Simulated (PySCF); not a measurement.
**AlO₂: quartet, from a linear start**

Where does quartet AlO₂ go from a linear start, is the end point a minimum, and what are its modes, charges and moments?

Method: PBE0, basis Al def2-TZVP, O def2-TZVP, no relativity, density fitting; program: PySCF 2.14.0.

## 1. Where the work starts

3 atoms, charge 0, spin multiplicity 4.

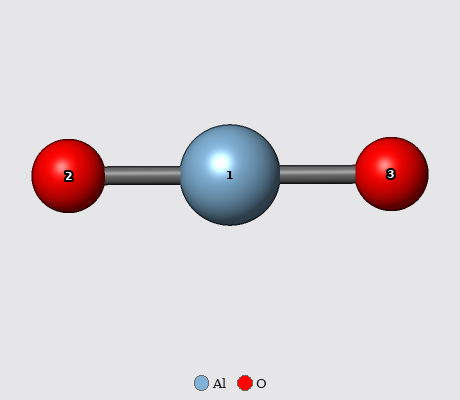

The starting geometry (aluminium light blue, oxygen red); atoms are numbered from 1 in the order of the file.

Z-matrix (Å, degrees; charge 0 multiplicity 4):
```
Al
O  1 1.7000
O  1 1.7000 2 180.00
```

## 2. The SCF at the typed geometry

One driver script runs all steps and calls PySCF; scf.py shows how it sets up the SCF of each step. The optimiser is the driver's own. After this first run the driver tries any further starts and a stability analysis.

The input, scf.py:

```python
from pyscf import gto, scf, dft
mol = gto.M(atom='''
Al     0.000000     0.000000     0.000000
O      0.000000     0.000000     1.700000
O      0.000000     0.000000    -1.700000''',
    basis={'Al': 'def2-TZVP', 'O': 'def2-TZVP'},
    charge=0, spin=3)
mf = dft.UKS(mol, xc='PBE0')
mf.grids.atom_grid = (50, 194)
aux = {'Al': 'def2-universal-JKFIT', 'O': 'def2-universal-JKFIT'}
mf = mf.density_fit(auxbasis=aux)
mf.conv_tol = 1e-08
mf.diis_space = 10
mf.max_cycle = 60
mf.init_guess = 'minao'
mf.verbose = 4
mf.kernel()
```

Launch:

```console
> OMP_NUM_THREADS=4 python axn.py task.json out
```

What it wrote, cut to the lines that bear on the results:

```text
[... the frontier levels of the middle cycles are left out ...]
init E= -392.519473531625
[... the frontier-level lines of each cycle are left out ...]
cycle= 1 E= -392.396713041237  delta_E= 0.123  |g|= 0.395  |ddm|= 1.43
cycle= 2 E= -392.266738904239  delta_E= 0.13  |g|= 0.709  |ddm|= 0.675
cycle= 3 E= -392.470868015125  delta_E= -0.204  |g|= 0.022  |ddm|= 0.419
cycle= 4 E= -392.471487701879  delta_E= -0.00062  |g|= 0.0103  |ddm|= 0.0401
cycle= 5 E= -392.471575451731  delta_E= -8.77e-05  |g|= 0.00312  |ddm|= 0.0122
cycle= 6 E= -392.471587253433  delta_E= -1.18e-05  |g|= 0.000365  |ddm|= 0.0057
cycle= 7 E= -392.471587575747  delta_E= -3.22e-07  |g|= 0.000145  |ddm|= 0.00136
cycle= 8 E= -392.471587590676  delta_E= -1.49e-08  |g|= 2.52e-05  |ddm|= 0.000251
cycle= 9 E= -392.471587588295  delta_E= 2.38e-09  |g|= 7.57e-05  |ddm|= 6.61e-05
Extra cycle  E= -392.471587134997  delta_E= 4.53e-07  |g|= 0.000961  |ddm|= 0.00049
SCF not converged.
init E= -392.519473531625
cycle= 1 E= -392.396713041237  delta_E= 0.123  |g|= 0.395  |ddm|= 1.43
cycle= 2 E= -392.266738904239  delta_E= 0.13  |g|= 0.709  |ddm|= 0.675
cycle= 3 E= -392.465373981326  delta_E= -0.199  |g|= 0.124  |ddm|= 0.352
cycle= 4 E= -392.458455882006  delta_E= 0.00692  |g|= 0.186  |ddm|= 0.173
cycle= 5 E= -392.471224111568  delta_E= -0.0128  |g|= 0.0272  |ddm|= 0.085
[... 10 cycles left out ...]
cycle= 16 E= -392.47158740526  delta_E= 1.44e-07  |g|= 0.000612  |ddm|= 0.000423
cycle= 17 E= -392.471587582939  delta_E= -1.78e-07  |g|= 0.000128  |ddm|= 0.000233
cycle= 18 E= -392.471587575617  delta_E= 7.32e-09  |g|= 0.000177  |ddm|= 0.000145
cycle= 19 E= -392.471587585669  delta_E= -1.01e-08  |g|= 0.000105  |ddm|= 3.51e-05
cycle= 20 E= -392.471587590989  delta_E= -5.32e-09  |g|= 1.59e-05  |ddm|= 5.3e-05
Extra cycle  E= -392.471587584883  delta_E= 6.11e-09  |g|= 0.000113  |ddm|= 5.99e-05
converged SCF energy = -392.471587584883  <S^2> = 3.8004961  2S+1 = 4.0251689
init E= -392.471587584883
cycle= 1 E= -392.471587450662  delta_E= 1.34e-07  |g|= 0.000565  |ddm|= 0.00029
cycle= 2 E= -392.471584316643  delta_E= 3.13e-06  |g|= 0.00273  |ddm|= 0.00139
cycle= 3 E= -392.471586742095  delta_E= -2.43e-06  |g|= 0.00127  |ddm|= 0.00059
cycle= 4 E= -392.471587296237  delta_E= -5.54e-07  |g|= 0.000737  |ddm|= 0.000255
cycle= 5 E= -392.471587485838  delta_E= -1.9e-07  |g|= 0.000437  |ddm|= 0.000153
cycle= 6 E= -392.471587547098  delta_E= -6.13e-08  |g|= 0.000285  |ddm|= 9.06e-05
cycle= 7 E= -392.471587572766  delta_E= -2.57e-08  |g|= 0.000185  |ddm|= 5.62e-05
cycle= 8 E= -392.471587583926  delta_E= -1.12e-08  |g|= 0.000115  |ddm|= 3.69e-05
cycle= 9 E= -392.471587588285  delta_E= -4.36e-09  |g|= 7.27e-05  |ddm|= 2.31e-05
Extra cycle  E= -392.471587129164  delta_E= 4.59e-07  |g|= 0.000966  |ddm|= 0.000495
SCF not converged.
macro= 0  E= -392.471587591391  delta_E= -4.62227e-07  |g|= 0.000966378  1 KF 3 JK
macro= 1  E= -392.471587591392  delta_E= -9.66338e-13  |g|= 2.84229e-05  1 KF 2 JK
macro X = 2  E=-392.471587591392  |g|= 2.84229e-05  total 3 KF 8 JK
converged SCF energy = -392.471587591392  <S^2> = 3.8004978  2S+1 = 4.0251697
```

This step, with its further starts and checks, took 9.5 s on 4 threads of Arm Neoverse V2, shared host.

Energies from each starting density:

```tsv
start	energy (Eh)
the minimal-basis guess	-392.471588
a thermally smeared density	-392.471588
a smeared PBE density	-392.471588
```

This is not the lowest solution: one lies 125.7 kJ/mol lower, at -392.51947 Eh, and the relaxation starts from that.

## 3. Relaxation: linear start, quartet

The program finds D∞h symmetry in the start, which this walk keeps. The walk stops when the largest gradient is under 0.0003 Eh/bohr and the energy has settled too.

scf.py: that of step 2 with these lines changed.

```diff
@@ -15 +14,0 @@
-mf.init_guess = 'minao'
```

Energy and gradient, step by step:

```tsv
step	energy (Eh)	change (kJ/mol)	largest symmetric gradient (Eh/bohr)
0	-392.519466	0.00	0.03493
1	-392.524222	-12.49	0.00673
2	-392.524447	-13.08	0.00131
3	-392.524457	-13.10	0.00007
```

The walk took 2.9 s.

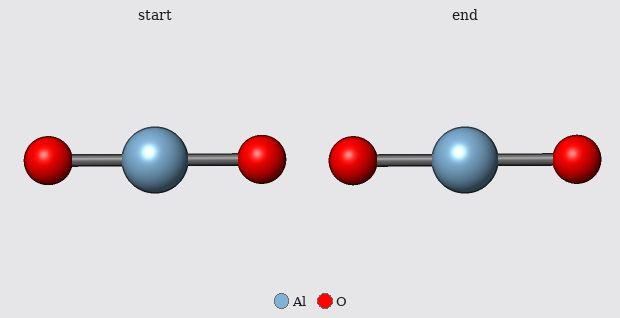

The geometry along the walk, at one scale.

After 3 steps and 13.1 kJ/mol it ends at D∞h: Al–O 1.781 Å (×2); O–Al–O 180.0°.

## 4. Vibrations and properties at this point

The point is checked on the finer grid, and tightened if its gradient asks for it. The Hessian and the dipole derivatives come from central differences of analytic gradients, with steps of 0.02 bohr.

scf.py: that of step 3 with these lines changed.

```diff
@@ -3,3 +3,3 @@
-Al     0.000000     0.000000     0.000000
-O      0.000000     0.000000     1.700000
-O      0.000000     0.000000    -1.700000''',
+Al     0.000000    -0.000000    -0.000000
+O      0.000000    -0.000000     1.781585
+O     -0.000000     0.000000    -1.781585''',
@@ -9 +9 @@
-mf.grids.atom_grid = (50, 194)
+mf.grids.atom_grid = (75, 302)
@@ -12 +12 @@
-mf.conv_tol = 1e-08
+mf.conv_tol = 1e-10
```

The driver hands on the density of the step before, so the log starts near convergence.

Log of the central SCF (cycles and frontier levels):

```text
init E= -392.524415015437
[... the frontier-level lines of each cycle are left out ...]
cycle= 1 E= -392.524415015511  delta_E= -7.46e-11  |g|= 3.71e-06  |ddm|= 9.19e-06
Extra cycle  E= -392.524415015584  delta_E= -7.29e-11  |g|= 3.69e-06  |ddm|= 9.1e-06
converged SCF energy = -392.524415015584  <S^2> = 3.7561857  2S+1 = 4.0030916
```

The whole step took 15 s.

Geometry: D∞h; Al–O 1.782 Å (×2); O–Al–O 180.0°.

Modes, for the most abundant isotopes:

```
ω (cm⁻¹)  IR (km/mol)
    310i         16.3
    310i         16.3
     544          0.0
     791          133
```

With 2 modes imaginary (up to 310i cm⁻¹) this point is a saddle.

Here the density breaks the symmetry of the frame, and no labels are given; pairs that should be degenerate can split.

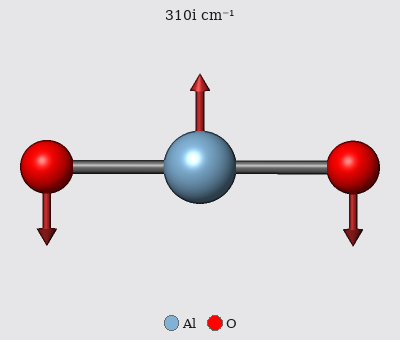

The imaginary mode, as arrows.

Constants and moments:

```
Dipole moment                                                   : 0.00 D
Highest occupied level                                          : -5.66 eV
Lowest empty level                                              : -4.85 eV
Rotational constants                                            : 0.166 cm⁻¹
Zero-point energy (real modes)                                  : 8.0 kJ/mol
Principal polarisabilities                                      : 42.6, 54.2, 54.2 bohr³
Atomisation energy without zero-point energy                    : 625 kJ/mol
Principal traceless quadrupole moments about the centre of mass : -11.46, 5.73, 5.74 D Å
Spin squared ⟨S²⟩                                               : 3.756
```

Charges (e) and bond orders:

```tsv
atom	Mulliken	Löwdin	polar tensor	spin (Mulliken)	Mayer order to Al1
Al1	0.46	0.10	0.14	0.90	–
O2,3	-0.23	-0.05	-0.07	1.05	1.13
```

Outer orbital energies (eV). α occupied: -27.38, -12.45, -12.12, -12.12, -11.36, -10.13, -10.13, -5.66; empty: -1.66, -1.66, 1.92, 3.31. β occupied: -75.14, -74.99, -24.99, -24.80, -11.21, -10.01, -9.34, -9.34; empty: -4.85, -4.85, -2.54, 0.02.

Mulliken populations on Al1: s 5.38, p 6.71, d 0.38, f 0.08.

## 5. Downhill along the imaginary mode

The start is the last point, displaced along its most imaginary mode.

The program finds C2v symmetry in the start, which this walk keeps.

scf.py: that of step 4 with these lines changed.

```diff
@@ -3,3 +3,3 @@
-Al     0.000000    -0.000000    -0.000000
-O      0.000000    -0.000000     1.781585
-O     -0.000000     0.000000    -1.781585''',
+Al    -0.010479    -0.119542     0.000000
+O      0.008839     0.100826     1.781585
+O      0.008839     0.100826    -1.781585''',
@@ -9 +9 @@
-mf.grids.atom_grid = (75, 302)
+mf.grids.atom_grid = (50, 194)
@@ -12 +12 @@
-mf.conv_tol = 1e-10
+mf.conv_tol = 1e-08
```

Steps of the walk:

```tsv
step	energy (Eh)	change (kJ/mol)	largest symmetric gradient (Eh/bohr)
0	-392.528452	0.00	0.01655
1	-392.535323	-18.04	0.01951
2	-392.542905	-37.95	0.01589
3	-392.549531	-55.34	0.02470
4	-392.553335	-65.33	0.00991
5	-392.554618	-68.70	0.00394
6	-392.554747	-69.04	0.00083
7	-392.554749	-69.04	0.00002
```

The walk took 18 s.

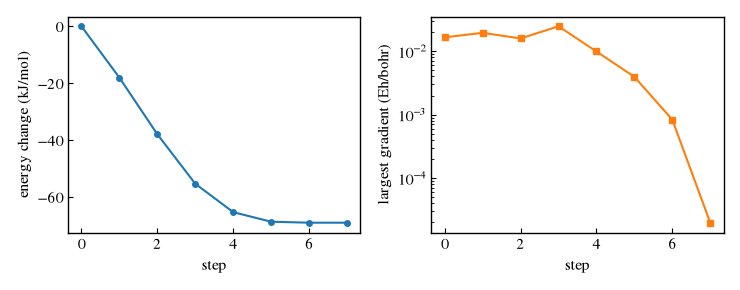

How energy and gradient fall.

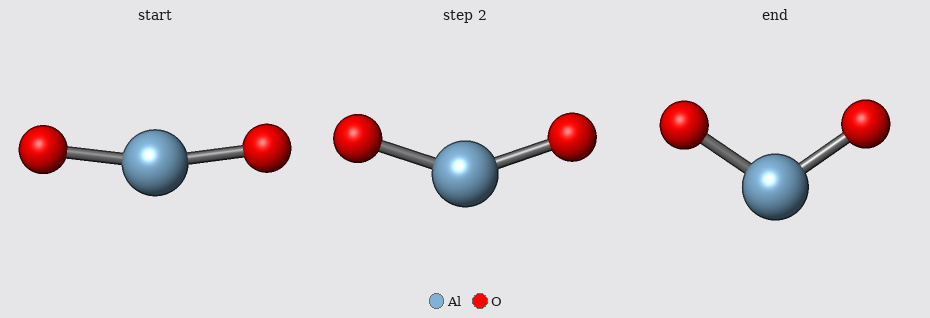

The geometry along the walk, at one scale.

End point (C2v, 7 steps, 69.0 kJ/mol gained): Al–O 1.756 Å (×2); O–Al–O 110.9°.

## 6. Is it a minimum? Harmonic modes

As before: finer grid, then central differences.

scf.py: that of step 5 with these lines changed.

```diff
@@ -3,3 +3,3 @@
-Al    -0.010479    -0.119542     0.000000
-O      0.008839     0.100826     1.781585
-O      0.008839     0.100826    -1.781585''',
+Al    -0.047190    -0.538316    -0.000000
+O      0.039795     0.453963     1.446165
+O      0.039795     0.453963    -1.446165''',
@@ -9 +9 @@
-mf.grids.atom_grid = (50, 194)
+mf.grids.atom_grid = (75, 302)
@@ -12 +12 @@
-mf.conv_tol = 1e-08
+mf.conv_tol = 1e-10
```

SCF at the final geometry:

```text
init E= -392.554786833593
[... the frontier-level lines of each cycle are left out ...]
cycle= 1 E= -392.554786833601  delta_E= -8.41e-12  |g|= 1.37e-06  |ddm|= 2.87e-06
Extra cycle  E= -392.554786833607  delta_E= -5.4e-12  |g|= 1.76e-06  |ddm|= 2.95e-06
converged SCF energy = -392.554786833607  <S^2> = 3.7581783  2S+1 = 4.004087
```

The whole step took 18 s on 4 threads of Arm Neoverse V2, shared host.

Geometry: C2v; Al–O 1.756 Å (×2); O–Al–O 110.9°.

Harmonic modes (main isotopes):

```tsv
ω (cm⁻¹)	IR (km/mol)
194	28.9
714	53.5
778	66.1
```

Every mode is real; the point is a minimum.

The SCF density has lower symmetry than the nuclear frame, so the modes carry no labels.

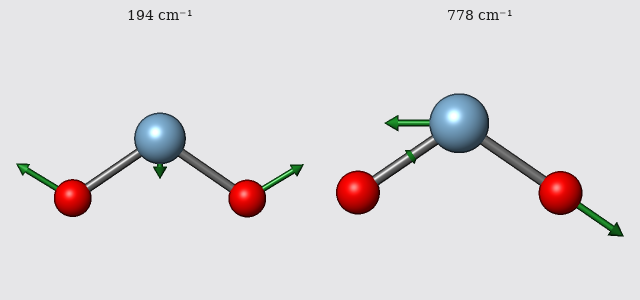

How the atoms move in 2 of the modes.

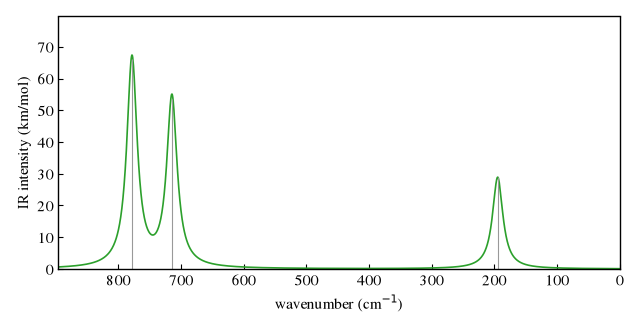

The harmonic infrared spectrum (widths in cm⁻¹). Lines are broadened to a width of 20 cm⁻¹ (Lorentzian).

Properties at this point:

| Quantity | Value |
| --- | --- |
| Dipole moment | 2.21 D |
| Highest occupied level | -6.94 eV |
| Lowest empty level | -5.12 eV |
| Rotational constants | 1.161, 0.252, 0.207 cm⁻¹ |
| Zero-point energy | 10.1 kJ/mol |
| Principal polarisabilities | 31.9, 36.5, 39.7 bohr³ |
| Atomisation energy without zero-point energy | 705 kJ/mol |
| Principal traceless quadrupole moments about the centre of mass | -6.31, 1.53, 4.78 D Å |
| Entropy at 298.15 K and 1 bar (electronic part: spin only) | 272.2 J/(mol K) |
| Heat capacity Cp at 298.15 K | 47.2 J/(mol K) |
| Enthalpy at 298.15 K above 0 K | 11.92 kJ/mol |
| Rotational symmetry number | 2 |
| Spin squared ⟨S²⟩ | 3.758 |

Populations by atom (charges in e):

```csv
atom,Mulliken,Löwdin,polar tensor,spin (Mulliken),Mayer order to Al1
Al1,0.53,0.04,0.85,0.89,–
"O2,3",-0.27,-0.02,-0.43,1.05,1.13
```

Mulliken populations on Al1: s 5.16, p 6.93, d 0.32, f 0.07.

## 7. All stationary points

| spin | group | bonds | imaginary modes (cm⁻¹) | ΔE (kJ/mol) | with zero-point energy |
| --- | --- | --- | --- | --- | --- |
| quartet | C2v (density of lower symmetry) | Al–O 1.756 Å (×2) | none | 0.0 | 0.0 |
| quartet | D∞h (density of lower symmetry) | Al–O 1.782 Å (×2) | 310i, 310i | 79.7 | – |

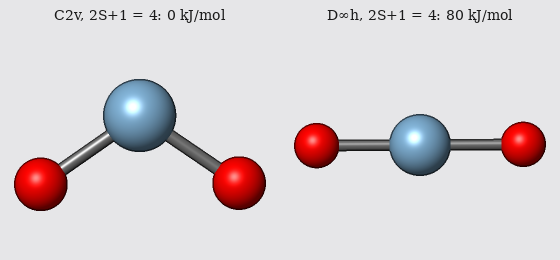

The points, lowest first (aluminium light blue, oxygen red).

## 8. Results

```
                                          quantity                             value
                                           minimum                      quartet, C2v
                                          geometry  Al–O 1.756 Å (×2); O–Al–O 110.9°
                                wavenumbers (cm⁻¹)                     194, 714, 778
                                     dipole moment                            2.21 D
highest occupied, lowest empty level (either spin)                   -6.94, -5.12 eV
                        polar-tensor charge of Al1                           +0.85 e
                                 zero-point energy                       10.1 kJ/mol
                               entropy at 298.15 K                   272.2 J/(mol K)
         atomisation energy (no zero-point energy)                        705 kJ/mol
                                              ⟨S²⟩                             3.758
```

In words: The linear start (D∞h) ends in a minimum of C2v symmetry, after a stop at a second-order saddle point 79.7 kJ/mol higher, from which it was pushed off along an imaginary mode. In the infrared the band at 778 cm⁻¹ (stretch) leads. The first SCF alone would have been 126 kJ/mol too high. Only this shape and spin were tried, so other structures or states may lie lower. The SCF density has lower symmetry than the nuclear frame.

The search up to here took 64 s.
